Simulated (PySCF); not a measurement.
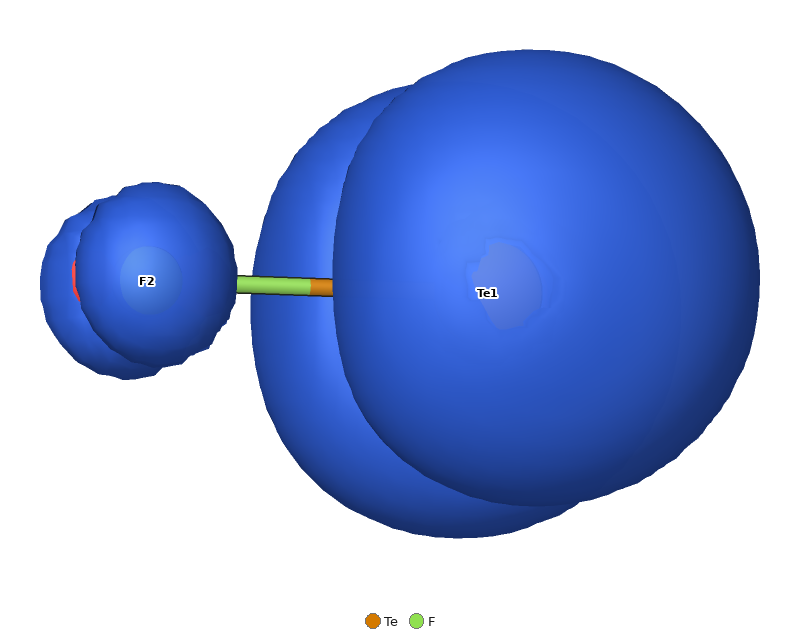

TeF (doublet). Isosurfaces of the spin density at +0.02 (blue) and −0.02 e/Å³ (red), seen from one side.

Core potentials replace the inner electrons of Te.

These are results of PBE0/def2-SVP, non-relativistic Hamiltonian with scalar-relativistic core potentials where named, at a bond length of 1.945 Å (PySCF), not measurements.

Describe the spin distribution.

Answer. The unpaired spin (1 electron) lies mostly on Te1 (about 0.9), in electrons by Hirshfeld's partition.
